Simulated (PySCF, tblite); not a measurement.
# C₂H₁₁PSSi₂: geometry, infrared bands and NMR shifts

Wanted: the infrared bands and NMR shifts of C₂H₁₁PSSi₂ (`CCS[SiH2]P[SiH3]`), by calculation.

Computed with tblite 0.8.0 and PySCF 2.14.0, with density-fitted response routines of our own, on a single molecule in the gas phase. Atoms count from 0, in the outputs and in this text.

### 1 Starting geometry

17 atoms, charge 0, multiplicity 1; geometry from: force field or distance geometry start.

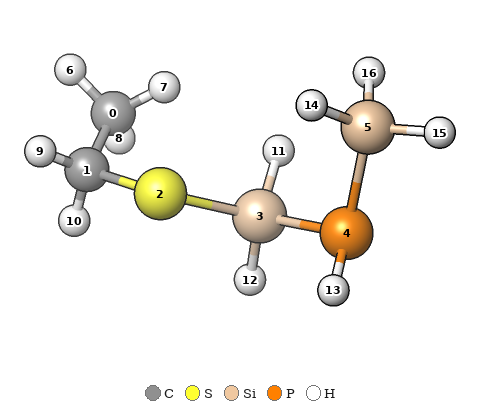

As it starts; carbon grey, sulfur yellow, silicon light orange, phosphorus orange, hydrogen white, atoms numbered.

### 2 Relaxing the molecule with GFN2-xTB

What the job is given:

```
{"job": {"kind": "relax", "xc": "GFN2-xTB", "basis": "xTB"}, "charge": 0, "multiplicity": 1}
C     -2.606600    -0.256900    -0.655400
C     -2.434800     0.627100     0.541300
S     -0.644600     0.927300     0.840000
Si     0.471600    -0.899700     0.801600
P      2.603000    -0.436700     0.958700
Si     3.184900     0.542300    -0.925000
H     -3.383200     0.248800    -1.298400
H     -1.694300    -0.333500    -1.270300
H     -2.943000    -1.252600    -0.328600
H     -2.910900     1.624800     0.433300
H     -2.798400     0.092400     1.448500
H      0.255300    -1.526900    -0.518000
H      0.000800    -1.821900     1.885600
H      2.974400     0.307000     2.128200
H      2.714000     1.933900    -1.027800
H      4.644600     0.458700    -1.007800
H      2.560300    -0.222100    -2.015700
```

Run with:

```bash
$ OMP_NUM_THREADS=1 python probes_run.py task.json out
```

One launch serves the whole session: the jobs run in the order shown.

What it wrote:

```text
step      E/eV     max force
  0    -520.23902    1.693
  1    -520.38669    1.005
  2    -520.48405    0.945
  3    -520.55300    1.012
  4    -520.63290    0.755
  5    -520.66949    0.521
  6    -520.70065    0.463
  7    -520.71762    0.375
  8    -520.73058    0.307
  9    -520.74057    0.207
 10    -520.74740    0.202
 11    -520.75518    0.223
 12    -520.76462    0.228
 13    -520.77451    0.312
 14    -520.78313    0.291
 15    -520.78922    0.169
 16    -520.79315    0.123
 17    -520.79658    0.129
 18    -520.80080    0.214
 19    -520.80611    0.242
 20    -520.81191    0.180
 21    -520.81664    0.170
 22    -520.82005    0.159
 23    -520.82314    0.154
 24    -520.82643    0.153
 25    -520.82970    0.145
 26    -520.83252    0.128
 27    -520.83503    0.144
 28    -520.83795    0.159
 29    -520.84190    0.204
 30    -520.84655    0.193
 31    -520.85102    0.157
 32    -520.85506    0.183
 33    -520.85964    0.193
 34    -520.86591    0.233
 35    -520.87297    0.251
 36    -520.87501    0.381
 37    -520.88093    0.206
 38    -520.88352    0.138
 39    -520.88674    0.120
 40    -520.88982    0.146
 41    -520.89308    0.157
 42    -520.89676    0.145
 43    -520.90025    0.128
 44    -520.90360    0.105
 45    -520.90579    0.282
 46    -520.90727    0.227
 47    -520.91106    0.103
 48    -520.91312    0.096
 49    -520.91740    0.134
 50    -520.92025    0.147
 51    -520.92501    0.186
 52    -520.92892    0.145
 53    -520.93104    0.110
 54    -520.93214    0.083
 55    -520.93320    0.065
 56    -520.93395    0.052
 57    -520.93433    0.039
 58    -520.93461    0.036
 59    -520.93491    0.041
 60    -520.93523    0.043
 61    -520.93549    0.040
 62    -520.93568    0.034
 63    -520.93585    0.035
 64    -520.93605    0.049
 65    -520.93632    0.054
 66    -520.93664    0.044
 67    -520.93696    0.049
 68    -520.93728    0.044
 69    -520.93763    0.053
 70    -520.93806    0.056
 71    -520.93860    0.053
 72    -520.93920    0.064
 73    -520.93983    0.070
 74    -520.94045    0.058
 75    -520.94100    0.051
 76    -520.94142    0.043
 77    -520.94174    0.036
 78    -520.94203    0.038
 79    -520.94237    0.058
 80    -520.94282    0.048
 81    -520.94352    0.038
 82    -520.94380    0.042
 83    -520.94407    0.036
 84    -520.94429    0.032
 85    -520.94454    0.032
 86    -520.94475    0.037
 87    -520.94492    0.030
 88    -520.94502    0.018
 89    -520.94510    0.019
 90    -520.94516    0.022
 91    -520.94523    0.018
 92    -520.94530    0.018
 93    -520.94537    0.018
 94    -520.94543    0.021
 95    -520.94550    0.022
 96    -520.94559    0.024
 97    -520.94570    0.021
 98    -520.94581    0.020
 99    -520.94588    0.016
100    -520.94591    0.013
101    -520.94593    0.015
102    -520.94597    0.021
103    -520.94604    0.027
104    -520.94612    0.027
105    -520.94618    0.020
106    -520.94622    0.012
107    -520.94624    0.011
108    -520.94626    0.015
109    -520.94628    0.016
110    -520.94631    0.011
111    -520.94634    0.013
112    -520.94636    0.012
113    -520.94638    0.011
114    -520.94639    0.009
```

Run time: 1.8 s. Hardware: 1 thread of Arm Neoverse N1, shared host; peak memory 0.18 GiB.

Relaxation path: (not every step is listed)

```
step  energy from step 0 (eV)  largest force (eV/Å)
   0                   0.0000                1.6933
   1                  -0.1477                1.0050
   2                  -0.2450                0.9448
   3                  -0.3140                1.0119
   4                  -0.3939                0.7547
   5                  -0.4305                0.5211
   6                  -0.4616                0.4635
   7                  -0.4786                0.3746
   8                  -0.4916                0.3071
  18                  -0.5618                0.2138
  28                  -0.5989                0.1587
  38                  -0.6445                0.1375
  48                  -0.6741                0.0956
  58                  -0.6956                0.0362
  68                  -0.6983                0.0442
  78                  -0.7030                0.0382
  88                  -0.7060                0.0185
  98                  -0.7068                0.0200
 108                  -0.7072                0.0154
 109                  -0.7073                0.0164
 110                  -0.7073                0.0114
 111                  -0.7073                0.0132
 112                  -0.7073                0.0115
 113                  -0.7074                0.0108
 114                  -0.7074                0.0088
```

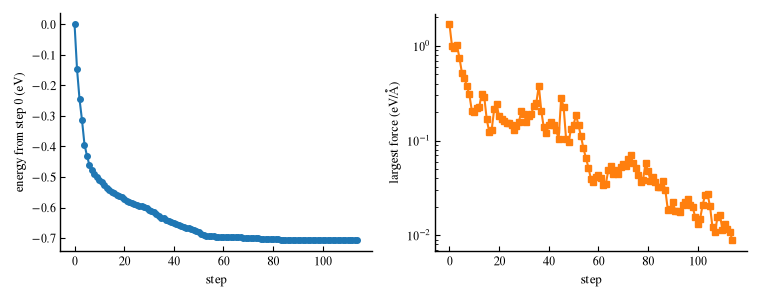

Energy and force, step by step.

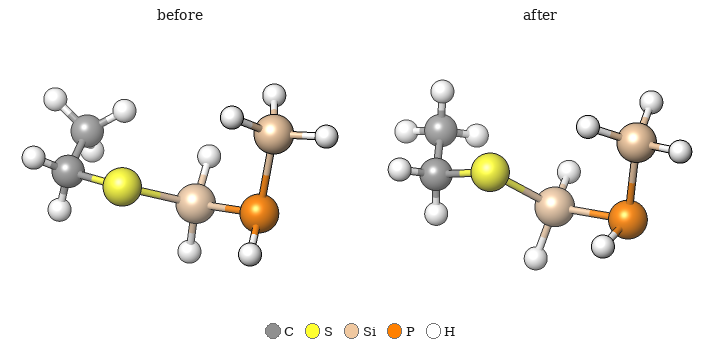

Before and after, at one scale.

Close pairs (by a distance rule), those that changed most:

```
   bond  before (Å)  after (Å)  change (Å)
 P4–H13       1.435      1.376      -0.058
  C0–H6       1.128      1.088      -0.040
Si3–H12       1.499      1.463      -0.036
 P4–Si5       2.201      2.236      +0.035
 Si3–P4       2.187      2.222      +0.035
 C1–H10       1.114      1.089      -0.025
  C1–H9       1.111      1.089      -0.022
  C0–C1       1.498      1.515      +0.017
```

The final coordinates are the input of the step that follows.

### 3 Vibrational analysis with GFN2-xTB

What the job is given:

```
{"job": {"kind": "ir", "xc": "GFN2-xTB", "basis": "xTB"}, "charge": 0, "multiplicity": 1}
C     -2.751674    -0.147234    -0.734094
C     -2.245118     0.583040     0.492307
S     -0.467378     1.009611     0.369237
Si     0.450306    -0.880821     0.791772
P      2.663609    -0.766031     0.945409
Si     3.243247     0.469076    -0.826663
H     -3.824046    -0.312162    -0.647557
H     -2.560683     0.441688    -1.627903
H     -2.259883    -1.111097    -0.840826
H     -2.748904     1.541468     0.608727
H     -2.383199    -0.006298     1.397394
H      0.123712    -1.835395    -0.267766
H     -0.099151    -1.339901     2.067880
H      2.691591     0.275303     1.845074
H      2.507218     1.729485    -0.909228
H      4.675378     0.719993    -0.670705
H      2.977976    -0.358696    -2.002967
```

What it wrote:

```text
mode    cm-1     km/mol
  1      19.3      1.76
  2      33.7      3.60
  3      71.5      1.57
  4      76.8      1.97
  5      85.9      0.28
  6     123.7      0.43
  7     174.2      1.53
  8     230.1      0.06
  9     319.7      2.56
 10     420.0     35.10
 11     431.6     30.68
 12     467.2     15.05
 13     498.6     67.68
 14     512.1      7.76
 15     553.4     69.20
 16     573.7      6.02
 17     649.1    128.80
 18     671.0      2.66
 19     687.2    325.64
 20     750.8    298.75
 21     752.9    511.19
 22     762.0     13.52
 23     768.9    101.41
 24     780.2    185.49
 25     793.5     35.18
 26    1016.5      8.78
 27    1032.6      0.70
 28    1082.6      1.53
 29    1228.2      0.47
 30    1257.2     29.01
 31    1404.3      9.62
 32    1450.2      1.09
 33    1486.2      7.17
 34    1494.3      1.95
 35    2236.8    205.32
 36    2246.4     63.03
 37    2259.0     85.74
 38    2267.1    228.92
 39    2268.5    304.07
 40    2366.1    174.76
 41    2989.3     12.23
 42    3005.2      2.98
 43    3024.6     33.75
 44    3042.8     25.68
 45    3046.2     12.26
```

Wall time 1.3 s (1 thread of Arm Neoverse N1, shared host); peak memory 0.18 GiB.

The strongest bands and the atoms that carry them (share of the mass-weighted mode):

```
cm⁻¹  km/mol                                   atoms
 687   325.6  H11 27 %, H13 25 %, H12 22 %, H14 10 %
 751   298.8  H13 33 %, H16 22 %, H15 16 %, H11 10 %
 753   511.2            H16 37 %, H15 33 %, H14 13 %
 780   185.5            H14 51 %, H15 26 %, H16 12 %
2237   205.3                      H12 50 %, H11 42 %
2267   228.9                                H14 88 %
2268   304.1                      H15 57 %, H16 33 %
2366   174.8                                H13 95 %
```

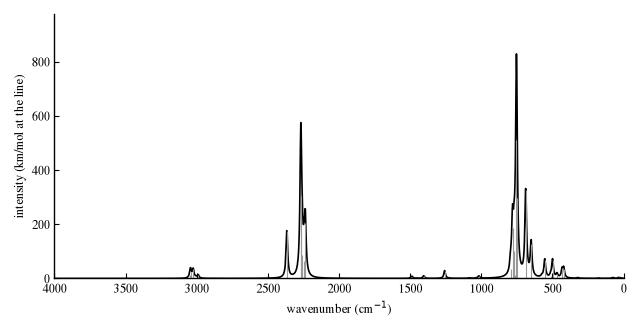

The infrared spectrum from these modes, unscaled. Lines are broadened to a width of 14 cm⁻¹ (Lorentzian).

### 4 Nuclear shieldings: PBE0/pcSseg-1

The job, as its differences from that of step 3:

```diff
@@ -1,2 +1,2 @@
-{"job": {"kind": "ir", "xc": "GFN2-xTB", "basis": "xTB"}, "charge": 0, "multiplicity": 1}
+{"job": {"kind": "nmr", "xc": "PBE0", "basis": "pcSseg-1"}, "charge": 0, "multiplicity": 1}
 C     -2.751674    -0.147234    -0.734094
```

Method: GIAO PBE0/pcSseg-1 NMR shielding, non-relativistic, gas phase.

What it wrote:

```text
coarse grid: 15488 points
cycle   1  E = -1400.6459506869  dE =  2.108e-01  |g| = 3.110e-01  |ddm| = 3.633e+00
cycle   2  E = -1400.6477178131  dE = -1.767e-03  |g| = 3.110e-01  |ddm| = 7.740e-01
cycle   3  E = -1400.6735622659  dE = -2.584e-02  |g| = 3.606e-02  |ddm| = 4.029e-01
cycle   4  E = -1400.6738353619  dE = -2.731e-04  |g| = 1.737e-02  |ddm| = 6.640e-02
cycle   5  E = -1400.6739206946  dE = -8.533e-05  |g| = 4.324e-03  |ddm| = 2.454e-02
cycle   6  E = -1400.6739248729  dE = -4.178e-06  |g| = 1.137e-03  |ddm| = 4.439e-03
final grid: 129032 points
cycle   7  E = -1400.7103320265  dE = -2.701e-05  |g| = 6.784e-03  |ddm| = 2.579e-02
cycle   8  E = -1400.7103261107  dE =  5.916e-06  |g| = 8.199e-03  |ddm| = 1.313e-02
cycle   9  E = -1400.7103429661  dE = -1.686e-05  |g| = 7.155e-04  |ddm| = 7.900e-03
cycle  10  E = -1400.7103431005  dE = -1.344e-07  |g| = 1.614e-04  |ddm| = 9.611e-04
cycle  11  E = -1400.7103431069  dE = -6.367e-09  |g| = 3.951e-05  |ddm| = 1.782e-04
cycle  12  E = -1400.7103431073  dE = -4.052e-10  |g| = 9.347e-06  |ddm| = 5.924e-05
converged SCF energy = -1400.7103431073

GIAO shielding tensors (ppm)
atom      isotropic    diamagn.    paramagn.     s11        s22        s33       span
  0 C      167.370     248.020     -80.651    148.353    167.865    185.892     37.539
  1 C      155.904     252.253     -96.349    136.187    156.542    174.982     38.795
  2 S      632.947    1061.499    -428.553    471.358    572.871    854.611    383.252
  3 Si     379.506     881.610    -502.105    318.107    380.480    439.930    121.822
  4 P      640.194     969.765    -329.571    590.094    613.329    717.160    127.066
  5 Si     435.212     880.289    -445.077    411.331    435.701    458.603     47.272
  6 H       30.407      27.443       2.964     25.385     27.101     38.734     13.348
  7 H       30.466      30.201       0.265     26.389     28.917     36.092      9.703
  8 H       30.262      30.904      -0.642     25.059     30.979     34.749      9.690
  9 H       29.038      31.013      -1.975     22.374     27.858     36.882     14.508
 10 H       29.225      31.904      -2.679     23.703     28.671     35.303     11.600
 11 H       26.580      31.029      -4.449     21.859     26.424     31.459      9.601
 12 H       26.690      30.426      -3.735     22.207     25.578     32.286     10.078
 13 H       31.065      32.088      -1.023     25.650     27.630     39.913     14.263
 14 H       27.279      29.816      -2.537     22.073     27.778     31.986      9.913
 15 H       27.647      28.530      -0.883     23.571     25.150     34.219     10.648
 16 H       27.740      29.475      -1.735     24.372     25.625     33.222      8.849
```

It took 52 s on 1 thread of Arm Neoverse N1, shared host; peak memory 0.83 GiB.

The references, computed at this level on geometries of the same kind, shield at (ppm): ¹H TMS 31.72, ¹³C TMS 186.9, ²⁹Si TMS 349.2, ³¹P H3PO4 318.4, ³³S CS2 504. Their shielding less the atom's gives the shift. The references are single molecules in the gas phase, so shifts against H2O, NH3, PH3, H3PO4 or CFCl3 are not on the usual liquid scales and can be off by tens of ppm. Atoms listed in one row are averaged.

```
        atoms                              environment  σ (ppm)  δ (ppm)  δ scaled to CDCl3
           C1                      sp3 CH2 bonded to S    155.9     31.0               24.0
           C0                            methyl carbon    167.4     19.6               17.2
     H11, H12     hydrogen on a silicon bonded to P, S    26.64     5.08                  –
H14, H15, H16        hydrogen on a silicon bonded to P    27.56     4.16                  –
      H9, H10       hydrogen on an sp3 CH2 bonded to S    29.13     2.59               2.54
   H6, H7, H8              hydrogen on a methyl carbon    30.38     1.34               1.37
          H13  hydrogen on a phosphorus bonded to 2 Si    31.06     0.65                  –
           S2                   sulfur bonded to C, Si      633     -129                  –
          Si3              silicon bonded to P, S, 2 H    379.5    -30.3                  –
          Si5                 silicon bonded to P, 3 H    435.2    -86.1                  –
           P4             phosphorus bonded to 2 Si, H    640.2   -321.8                  –
```

The scaled column applies a straight-line fit of computed shieldings to shifts measured in CDCl3, with any fitted terms for Cl, Br or S neighbours (root-mean-square error 0.16 ppm for H, 1.9 ppm for C).

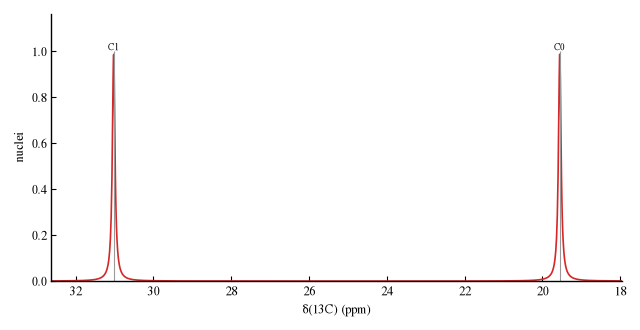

¹³C lines at the computed shifts, without couplings. Lines are broadened to a width of 0.08 ppm (Lorentzian).

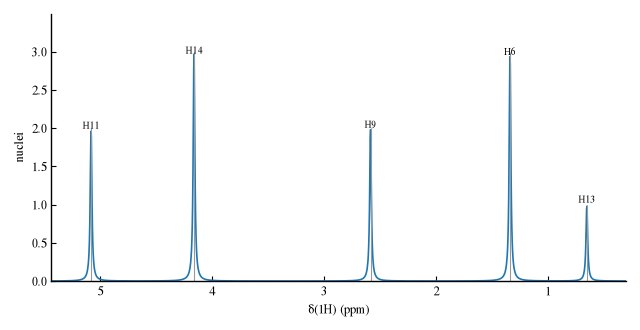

¹H lines at the computed shifts, without couplings. Lines are broadened to a width of 0.02 ppm (Lorentzian).

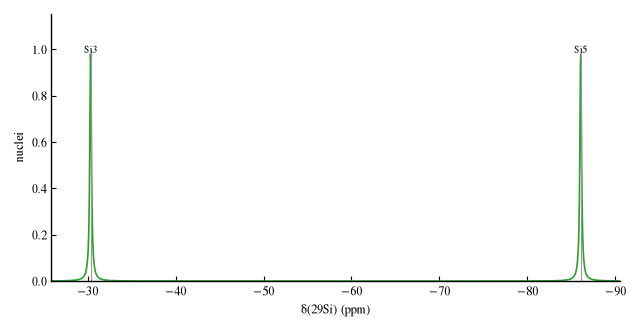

²⁹Si lines at the computed shifts, without couplings. Lines are broadened to a width of 0.22 ppm (Lorentzian).

Charges from the same density, by scheme (e):

```
atoms  Mulliken    IAO  Hirshfeld  ESP fit
   C0     -0.26  -0.42      -0.12    -0.12
   C1     -0.37  -0.32      -0.06     0.10
   S2     -0.28  -0.21      -0.10    -0.37
  Si3      0.42   0.50       0.25     0.26
   P4     -0.39  -0.21      -0.07    -0.39
  Si5      0.33   0.43       0.26     0.35
```

ESP fit charges:

C0 -0.12; C1 0.10; S2 -0.37; Si3 0.26; P4 -0.39; Si5 0.35; H6 0.03; H7 0.06; H8 0.03; H9 0.08; H10 0.02; H11 0.00; H12 -0.02; H13 0.17; H14 -0.06; H15 -0.06; H16 -0.06

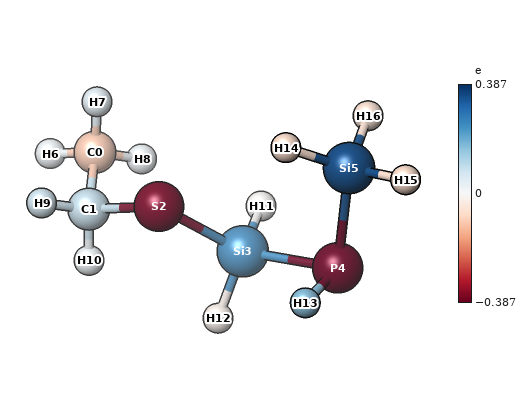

ESP fit charges, as colours on the atoms.

Mayer bond orders: C0–C1 1.02, C1–S2 0.99, S2–Si3 0.95, Si3–P4 0.99, P4–Si5 0.94.

### 5 Outcome

```
                                                              quantity                             value
                             strongest single infrared mode (GFN2-xTB)              753 cm⁻¹, 511 km/mol
                                          zero-point energy (GFN2-xTB)                     73.5 kcal/mol
                                ¹³C shifts against TMS (PBE0/pcSseg-1)                    31.0, 19.6 ppm
¹H shifts against TMS (PBE0/pcSseg-1, means over atoms taken as alike)  5.08, 4.16, 2.59, 1.34, 0.65 ppm
                                ³³S shifts against CS2 (PBE0/pcSseg-1)                          -129 ppm
                               ²⁹Si shifts against TMS (PBE0/pcSseg-1)                  -30.3, -86.1 ppm
                              ³¹P shifts against H3PO4 (PBE0/pcSseg-1)                        -321.8 ppm
```

**Reading.** The optimisation took 114 steps and gained 0.707 eV; among the close pairs (by a distance rule), P4–H13 changed most, from 1.435 to 1.376 Å. All 45 modes are real, so the xTB geometry is a minimum. Unscaled tight-binding wavenumbers are off by several per cent, some by more. Its intensities can rank the bands wrongly. At PBE0/pcSseg-1: The largest span, 383 ppm, is at S2, where the paramagnetic term is -429 ppm.
